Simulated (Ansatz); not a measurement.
Si2NH7: geometry relaxation

Si2NH7, computed with RKS B3LYP-D4/6-31G* (Ansatz 0.2.0).

It belongs to a series of runs on one base structure; here: start relaxed.

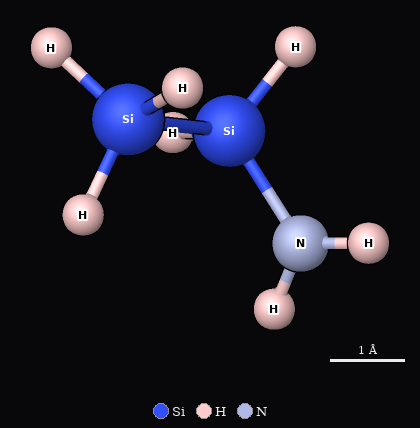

Fig. 1: The starting structure (ball-and-stick view, seen at a tilt).

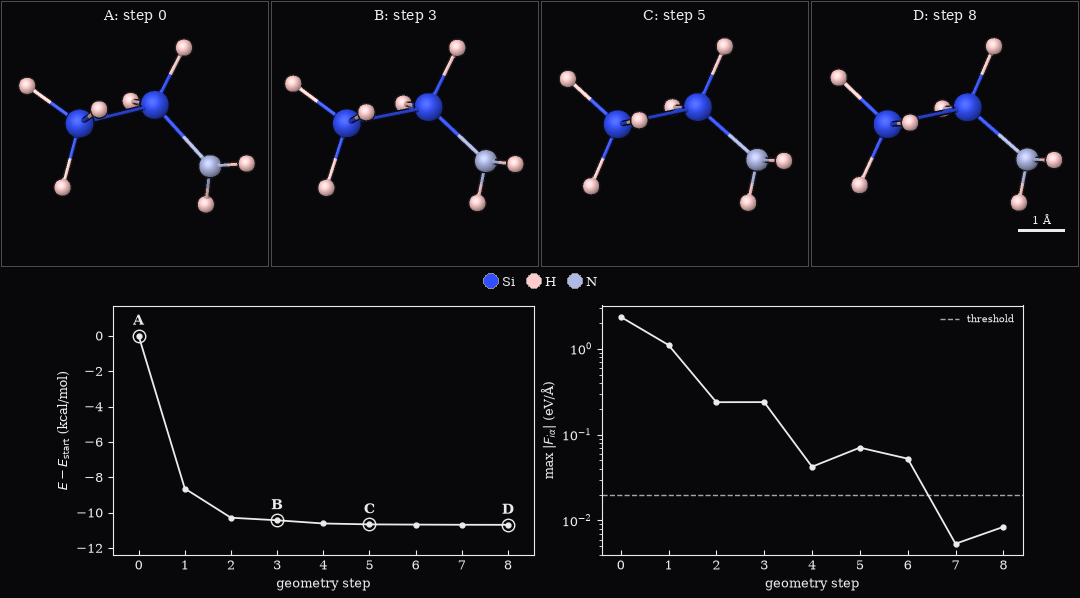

Fig. 2: Frames of the relaxation (ball-and-stick view, seen at a tilt) above the curves, on which the letters mark them (the first geometry is step 0 here and step 1 in the log).

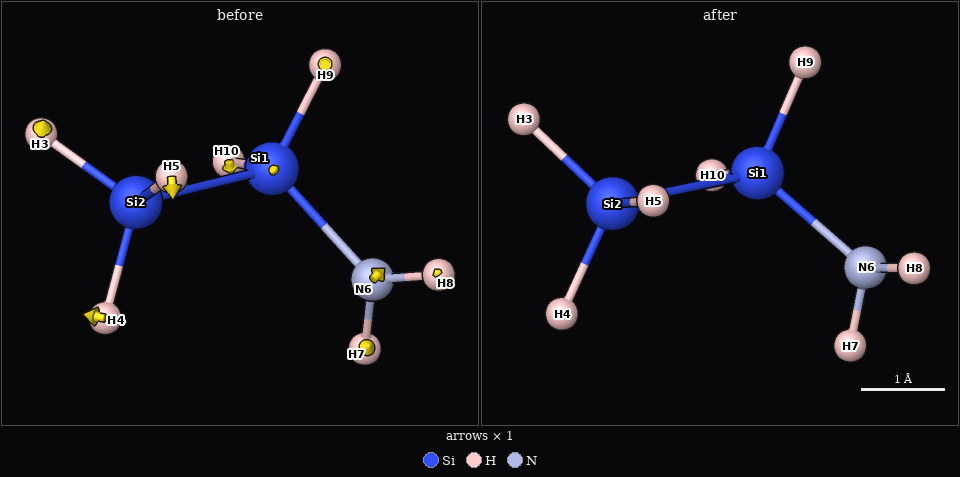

Fig. 3: Before (left) and after (right) the relaxation, at one scale (ball-and-stick view, seen at a tilt). The yellow arrows give the displacements, at true length. H4 moves most after the best rigid fit: 0.31 Å. By element the largest moves are H 0.31 Å, N 0.25 Å, Si 0.11 Å. Among the contacts that change: Si1–Si2 2.220 → 2.358 Å, Si1–N6 1.820 → 1.745 Å, N6–H7 1.060 → 1.014 Å, Si1–H10 1.459 → 1.490 Å. Among the angles that change: H7–N6–H8 120.0° → 109.6°, Si2–Si1–N6 109.5° → 116.2°, Si1–Si2–H3 109.5° → 112.1°. Over 8 geometry steps the energy falls by 10.7 kcal/mol. The largest force component goes from 2.4 to 0.0084 eV/Å. (Atoms are counted from 1 in the order of the input.)

These pictures come from the run below.

**The input**
```yaml
crystal:
  periodic: [false, false, false]
  atoms:
    - { symbol: Si, position_ang: [0.0, 0.0, 0.0] }
    - { symbol: Si, position_ang: [0.0, 0.0, 2.22] }
    - { symbol: H, position_ang: [-1.3148, -0.4067, 2.7074] }
    - { symbol: H, position_ang: [1.0096, -0.9353, 2.7074] }
    - { symbol: H, position_ang: [0.3052, 1.342, 2.7074] }
    - { symbol: "N", position_ang: [1.7163, 0.0, -0.6061] }
    - { symbol: H, position_ang: [2.2145, -0.918, -0.7868] }
    - { symbol: H, position_ang: [2.2175, 0.918, -0.7783] }
    - { symbol: H, position_ang: [-0.6877, 1.1914, -0.4862] }
    - { symbol: H, position_ang: [-0.6877, -1.1914, -0.4862] }
basis:
  gaussian: { orbitals: "6-31G*" }
hamiltonian:
  xc: b3lyp
  dispersion: d4
relax:
  f_tol: 0.02
  max_steps: 40
```

Launch command:
```bash
ansatz run input.yaml --threads 1 --pin off --max-ram 2048MiB --backend cpu --events-out ev --progress --plain --runs-dir out
```

**Output**
```
The last accepted step is kept in [file] (removed where the run ends without a failure and the disk answers)
Engine: ansatz 0.2.0, aarch64-unknown-linux-gnu
Functional definition: B3LYP
  parameter a0 = 0.2
  parameter ax = 0.72
  parameter ac = 0.81
  exchange = (1 - a0 - ax)*slater_x + ax*b88_x + a0*exact_x
  correlation = (1 - ac)*vwn_rpa_c + ac*lyp_c
744 factors; integrals over basis functions are off by at most 6.4e-4 eV
mean field evaluation 1: about -17353.8279 eV, gradient 5.2e1 eV
mean field evaluation 2: about -17342.5334 eV, gradient 8.4e1 eV
mean field evaluation 4: about -17359.2453 eV, gradient 1.8e0 eV
mean field evaluation 8: about -17359.2694 eV, gradient 6.6e-2 eV
mean field evaluation 16: about -17359.2694 eV, gradient 1.7e-5 eV
mean field -17359.26941308 eV, -637.9413843951 hartree, gradient 1.7e-5 eV, S^2 0.000000; 0 other end points of the search recorded, 0 dependent functions left out
the calculation of the forces begins
reference -17359.26966464 eV, -637.9413936398 hartree; 21, 21 occupied and 46, 46 virtual orbitals, 744 factors
relax step   1: F+E_penalty+E_count = -17359.57318148 eV  Δ(F+E_penalty+E_count) = +0.000e0 eV  max|allowed force component| = 2.352e0 eV/Å  Δτ_max = 0.0000 Å  (24 SCF iters, accepted)
these checks for a lower state are left out or cut short: starts, cluster_reference, orbital_swaps, neighbouring_geometries, increment
744 factors; integrals over basis functions are off by at most 6.6e-4 eV
mean field -17359.65360297 eV, -637.9555031132 hartree, gradient 8.1e-6 eV, S^2 0.000000; 0 other end points of the search recorded, 0 dependent functions left out
the calculation of the forces begins
reference -17359.65385682 eV, -637.9555124422 hartree; 21, 21 occupied and 46, 46 virtual orbitals, 744 factors
relax step   2: F+E_penalty+E_count = -17359.94765421 eV  Δ(F+E_penalty+E_count) = -3.745e-1 eV  max|allowed force component| = 1.105e0 eV/Å  Δτ_max = 0.1649 Å  (27 SCF iters, accepted)
these checks for a lower state are left out or cut short: starts, cluster_reference, orbital_swaps, neighbouring_geometries, increment
744 factors; integrals over basis functions are off by at most 6.7e-4 eV
mean field -17359.72392502 eV, -637.9580874011 hartree, gradient 5.5e-6 eV, S^2 0.000000; 0 other end points of the search recorded, 0 dependent functions left out
the calculation of the forces begins
reference -17359.72417770 eV, -637.9580966866 hartree; 21, 21 occupied and 46, 46 virtual orbitals, 744 factors
relax step   3: F+E_penalty+E_count = -17360.01924303 eV  Δ(F+E_penalty+E_count) = -7.159e-2 eV  max|allowed force component| = 2.386e-1 eV/Å  Δτ_max = 0.1101 Å  (26 SCF iters, accepted)
these checks for a lower state are left out or cut short: starts, cluster_reference, orbital_swaps, neighbouring_geometries, increment
744 factors; integrals over basis functions are off by at most 6.7e-4 eV
mean field evaluation 32: about -17359.7200 eV, gradient 1.9e-2 eV
mean field -17359.73130055 eV, -637.9583584467 hartree, gradient 1.7e-5 eV, S^2 0.000000; 0 other end points of the search recorded, 0 dependent functions left out
the calculation of the forces begins
reference -17359.73155294 eV, -637.9583677218 hartree; 21, 21 occupied and 46, 46 virtual orbitals, 744 factors
relax step   4: F+E_penalty+E_count = -17360.02548152 eV  Δ(F+E_penalty+E_count) = -6.238e-3 eV  max|allowed force component| = 2.391e-1 eV/Å  Δτ_max = 0.0476 Å  (25 SCF iters, accepted)
these checks for a lower state are left out or cut short: starts, cluster_reference, orbital_swaps, neighbouring_geometries, increment
744 factors; integrals over basis functions are off by at most 7.0e-4 eV
mean field -17359.73899773 eV, -637.9586413127 hartree, gradient 8.5e-5 eV, S^2 0.000000; 0 other end points of the search recorded, 0 dependent functions left out
the calculation of the forces begins
reference -17359.73924923 eV, -637.9586505552 hartree; 21, 21 occupied and 46, 46 virtual orbitals, 744 factors
relax step   5: F+E_penalty+E_count = -17360.03337076 eV  Δ(F+E_penalty+E_count) = -7.889e-3 eV  max|allowed force component| = 4.228e-2 eV/Å  Δτ_max = 0.0874 Å  (23 SCF iters, accepted)
these checks for a lower state are left out or cut short: starts, cluster_reference, orbital_swaps, neighbouring_geometries, increment
744 factors; integrals over basis functions are off by at most 7.4e-4 eV
mean field -17359.74097207 eV, -637.9587138686 hartree, gradient 8.7e-5 eV, S^2 0.000000; 0 other end points of the search recorded, 0 dependent functions left out
the calculation of the forces begins
reference -17359.74122285 eV, -637.9587230844 hartree; 21, 21 occupied and 46, 46 virtual orbitals, 744 factors
relax step   6: F+E_penalty+E_count = -17360.03555903 eV  Δ(F+E_penalty+E_count) = -2.188e-3 eV  max|allowed force component| = 7.052e-2 eV/Å  Δτ_max = 0.0985 Å  (23 SCF iters, accepted)
these checks for a lower state are left out or cut short: starts, cluster_reference, orbital_swaps, neighbouring_geometries, increment
744 factors; integrals over basis functions are off by at most 7.3e-4 eV
mean field -17359.74154873 eV, -637.9587350605 hartree, gradient 8.9e-6 eV, S^2 0.000000; 0 other end points of the search recorded, 0 dependent functions left out
the calculation of the forces begins
reference -17359.74179937 eV, -637.9587442713 hartree; 21, 21 occupied and 46, 46 virtual orbitals, 744 factors
relax step   7: F+E_penalty+E_count = -17360.03611765 eV  Δ(F+E_penalty+E_count) = -5.586e-4 eV  max|allowed force component| = 5.248e-2 eV/Å  Δτ_max = 0.0115 Å  (21 SCF iters, accepted)
these checks for a lower state are left out or cut short: starts, cluster_reference, orbital_swaps, neighbouring_geometries, increment
744 factors; integrals over basis functions are off by at most 7.4e-4 eV
mean field -17359.74182486 eV, -637.9587452082 hartree, gradient 5.4e-6 eV, S^2 0.000000; 0 other end points of the search recorded, 0 dependent functions left out
the calculation of the forces begins
reference -17359.74207554 eV, -637.9587544202 hartree; 21, 21 occupied and 46, 46 virtual orbitals, 744 factors
relax step   8: F+E_penalty+E_count = -17360.03653288 eV  Δ(F+E_penalty+E_count) = -4.152e-4 eV  max|allowed force component| = 5.363e-3 eV/Å  Δτ_max = 0.0205 Å  (22 SCF iters, accepted)
these checks for a lower state are left out or cut short: starts, cluster_reference, orbital_swaps, neighbouring_geometries, increment
744 factors; integrals over basis functions are off by at most 7.4e-4 eV
mean field evaluation 64: about -17359.7419 eV, gradient 9.0e-5 eV
mean field -17359.74193046 eV, -637.9587490888 hartree, gradient 9.0e-5 eV, S^2 0.000000; 0 other end points of the search recorded, 0 dependent functions left out
the calculation of the forces begins
reference -17359.74218113 eV, -637.9587583006 hartree; 21, 21 occupied and 46, 46 virtual orbitals, 744 factors
relax step   9: F+E_penalty+E_count = -17360.03667133 eV  Δ(F+E_penalty+E_count) = -1.384e-4 eV  max|allowed force component| = 8.428e-3 eV/Å  Δτ_max = 0.0283 Å  (23 SCF iters, accepted)
744 factors; integrals over basis functions are off by at most 7.4e-4 eV
mean field -17359.74193046 eV, -637.9587490888 hartree, gradient 9.0e-5 eV, S^2 0.000000; 1 other end points of the search recorded, 0 dependent functions left out
the calculation of the forces begins
reference -17359.74218113 eV, -637.9587583006 hartree; 21, 21 occupied and 46, 46 virtual orbitals, 744 factors
Total energy: -17360.03692199 eV, -637.9695898276 hartree
Atom 0 at     0.052907    -0.051970    -0.088050 Å, force    -0.002545     0.002145    -0.003439 eV/Å
Atom 1 at     0.000366    -0.011766     2.268878 Å, force    -0.004749     0.001561     0.005802 eV/Å
Atom 2 at    -1.388524    -0.133800     2.801438 Å, force     0.005607     0.001116    -0.002373 eV/Å
Atom 3 at     0.807048    -1.131311     2.837319 Å, force    -0.000812     0.001521     0.000187 eV/Å
Atom 4 at     0.580002     1.259980     2.792556 Å, force    -0.000720    -0.003898    -0.000650 eV/Å
Atom 5 at     1.630541     0.070142    -0.824588 Å, force     0.001413    -0.004868    -0.002097 eV/Å
Atom 6 at     2.274337    -0.703537    -0.701089 Å, force     0.000615    -0.004526    -0.000537 eV/Å
Atom 7 at     2.131051     0.947522    -0.736281 Å, force    -0.000480     0.008428     0.000920 eV/Å
Atom 8 at    -0.761607     1.085916    -0.599245 Å, force     0.000737    -0.000670     0.001718 eV/Å
Atom 9 at    -0.553219    -1.331174    -0.552337 Å, force     0.000934    -0.000809     0.000469 eV/Å
Dipole moment:     0.271629     0.023844    -0.002240 e Å
```

**Trajectory as extended XYZ (Å, eV, eV/Å), 9 frames, from step=1 to step=9**
```
10
Properties=species:S:1:pos:R:3:forces:R:3 step=1 energy=-17359.57318
Si    0.0000    0.0000    0.0000    2.3517  -0.0190  -1.5795
Si    0.0000    0.0000    2.2200   -0.0940  -0.0242   0.8214
H    -1.3148   -0.4067    2.7074   -0.5489  -0.1329   0.4082
H     1.0096   -0.9353    2.7074    0.3627  -0.3595   0.2982
H     0.3052    1.3420    2.7074    0.1486   0.5081   0.3264
N     1.7163    0.0000   -0.6061   -0.5117   0.0453  -0.0483
H     2.2145   -0.9180   -0.7868   -0.5941   2.0597   0.2367
H     2.2175    0.9180   -0.7783   -0.6028  -2.0613   0.1931
H    -0.6877    1.1914   -0.4862   -0.2679   0.4841  -0.3281
H    -0.6877   -1.1914   -0.4862   -0.2434  -0.5005  -0.3282
10
Properties=species:S:1:pos:R:3:forces:R:3 step=2 energy=-17359.94765
Si    0.0513   -0.0038   -0.0382    1.1054   0.0104  -0.8330
Si   -0.0374   -0.0056    2.2888   -0.0214   0.0124   0.2914
H    -1.3572   -0.3789    2.8643   -0.1261  -0.0305  -0.0708
H     0.9564   -0.9606    2.8341    0.1229  -0.1282   0.0415
H     0.2989    1.3308    2.8386    0.0697   0.1503   0.0149
N     1.6927    0.0101   -0.7285   -0.7831  -0.1486   0.2636
H     2.2349   -0.8532   -0.8266   -0.1585   0.6889   0.0985
H     2.2104    0.8776   -0.8694   -0.0754  -0.5377   0.1087
H    -0.6461    1.1867   -0.5824   -0.0705   0.1496   0.0421
H    -0.6311   -1.2030   -0.5821   -0.0630  -0.1666   0.0433
10
Properties=species:S:1:pos:R:3:forces:R:3 step=3 energy=-17360.01924
Si    0.0374   -0.0114   -0.0901    0.0504   0.0338   0.1330
Si   -0.0039   -0.0038    2.2766   -0.0930  -0.0091  -0.0427
H    -1.3512   -0.3669    2.8159    0.0602   0.0320   0.0139
H     0.9883   -0.9791    2.8226   -0.0411   0.0111  -0.0242
H     0.3620    1.3413    2.8173   -0.0111  -0.0487  -0.0248
N     1.6367    0.0131   -0.7654    0.2386  -0.0401  -0.2070
H     2.2256   -0.8141   -0.7300   -0.1064   0.1512   0.0426
H     2.1974    0.8596   -0.7616   -0.1133  -0.1218   0.0491
H    -0.6725    1.2021   -0.5943   -0.0057  -0.0756   0.0264
H    -0.6468   -1.2409   -0.5924    0.0214   0.0671   0.0337
10
Properties=species:S:1:pos:R:3:forces:R:3 step=4 energy=-17360.02548
Si    0.0667   -0.0095   -0.0775   -0.2391  -0.0050   0.0507
Si   -0.0215   -0.0066    2.2822    0.0961   0.0196  -0.0101
H    -1.3679   -0.3557    2.8269    0.0204   0.0151  -0.0492
H     0.9615   -0.9921    2.8235   -0.0275   0.0066   0.0324
H     0.3533    1.3369    2.8161    0.0011  -0.0296   0.0233
N     1.6381    0.0141   -0.8129    0.2128  -0.0009  -0.0975
H     2.2368   -0.8002   -0.7425   -0.0352  -0.0244   0.0293
H     2.1997    0.8570   -0.7882   -0.0561   0.0302   0.0352
H    -0.6648    1.1937   -0.5690    0.0086  -0.0274  -0.0058
H    -0.6290   -1.2375   -0.5598    0.0189   0.0158  -0.0084
10
Properties=species:S:1:pos:R:3:forces:R:3 step=5 energy=-17360.03337
Si    0.0591   -0.0249   -0.0822   -0.0423  -0.0026   0.0079
Si   -0.0063   -0.0070    2.2758    0.0346   0.0050  -0.0006
H    -1.3755   -0.2769    2.8025   -0.0122   0.0049  -0.0047
H     0.9102   -1.0428    2.8368   -0.0080  -0.0064   0.0041
H     0.4371    1.3118    2.8151    0.0057  -0.0025   0.0025
N     1.6356    0.0331   -0.8211    0.0388   0.0022  -0.0386
H     2.2489   -0.7685   -0.7254   -0.0076   0.0159   0.0157
H     2.1720    0.8914   -0.7648   -0.0094  -0.0091   0.0166
H    -0.7027    1.1545   -0.5804   -0.0032  -0.0039  -0.0029
H    -0.6054   -1.2708   -0.5577    0.0037  -0.0035   0.0001
10
Properties=species:S:1:pos:R:3:forces:R:3 step=6 energy=-17360.03556
Si    0.0527   -0.0414   -0.0876    0.0549  -0.0076  -0.0154
Si    0.0040   -0.0094    2.2700   -0.0143  -0.0046   0.0400
H    -1.3864   -0.1882    2.7900    0.0552   0.0103  -0.0008
H     0.8520   -1.1031    2.8384   -0.0410   0.0503  -0.0242
H     0.5309    1.2848    2.8021   -0.0156  -0.0533  -0.0156
N     1.6322    0.0553   -0.8299   -0.0138   0.0200   0.0298
H     2.2638   -0.7294   -0.7021   -0.0183   0.0575  -0.0054
H     2.1429    0.9284   -0.7375   -0.0103  -0.0705  -0.0093
H    -0.7426    1.1128   -0.5931    0.0009  -0.0077   0.0025
H    -0.5768   -1.3097   -0.5516    0.0022   0.0057  -0.0016
10
Properties=species:S:1:pos:R:3:forces:R:3 step=7 energy=-17360.03612
Si    0.0529   -0.0433   -0.0896    0.0185  -0.0082  -0.0103
Si    0.0020   -0.0104    2.2677   -0.0045   0.0005   0.0525
H    -1.3838   -0.1805    2.7982    0.0209   0.0047  -0.0116
H     0.8448   -1.1034    2.8397   -0.0178   0.0155  -0.0230
H     0.5368    1.2783    2.8010   -0.0050  -0.0186  -0.0181
N     1.6317    0.0572   -0.8299    0.0035   0.0162   0.0218
H     2.2654   -0.7249   -0.7005   -0.0103   0.0297  -0.0055
H     2.1414    0.9301   -0.7369   -0.0071  -0.0391  -0.0082
H    -0.7446    1.1091   -0.5953    0.0000  -0.0034   0.0014
H    -0.5736   -1.3121   -0.5557    0.0019   0.0027   0.0009
10
Properties=species:S:1:pos:R:3:forces:R:3 step=8 energy=-17360.03653
Si    0.0535   -0.0470   -0.0879   -0.0040   0.0012   0.0026
Si    0.0005   -0.0107    2.2692   -0.0021   0.0000   0.0040
H    -1.3862   -0.1610    2.7993    0.0009   0.0019   0.0004
H     0.8283   -1.1152    2.8367   -0.0015  -0.0010   0.0000
H     0.5542    1.2708    2.7965    0.0020  -0.0011  -0.0005
N     1.6312    0.0629   -0.8258    0.0054  -0.0001  -0.0023
H     2.2693   -0.7157   -0.7025    0.0000   0.0013  -0.0005
H     2.1379    0.9369   -0.7384   -0.0007   0.0004  -0.0004
H    -0.7513    1.0992   -0.5955   -0.0012  -0.0005  -0.0015
H    -0.5645   -1.3201   -0.5530    0.0011  -0.0021  -0.0018
10
Properties=species:S:1:pos:R:3:forces:R:3 step=9 energy=-17360.03667
Si    0.0529   -0.0520   -0.0881   -0.0025   0.0021  -0.0034
Si    0.0004   -0.0118    2.2689   -0.0047   0.0016   0.0058
H    -1.3885   -0.1338    2.8014    0.0056   0.0011  -0.0024
H     0.8070   -1.1313    2.8373   -0.0008   0.0015   0.0002
H     0.5800    1.2600    2.7926   -0.0007  -0.0039  -0.0006
N     1.6305    0.0701   -0.8246    0.0014  -0.0049  -0.0021
H     2.2743   -0.7035   -0.7011    0.0006  -0.0045  -0.0005
H     2.1311    0.9475   -0.7363   -0.0005   0.0084   0.0009
H    -0.7616    1.0859   -0.5992    0.0007  -0.0007   0.0017
H    -0.5532   -1.3312   -0.5523    0.0009  -0.0008   0.0005
```

**Results in brief**

| quantity | value |
| --- | --- |
| outcome | converged |
| total energy | −17360.0369 eV |
| mean-field energy | −17359.7422 eV |
| largest force (length of the vector) at the end | 0.008 eV/Å |
| hardware | 1 thread of Arm Neoverse V1, 24 GiB of memory available, shared host |
| wall time | 29 s |
| peak memory | 0.13 GiB |
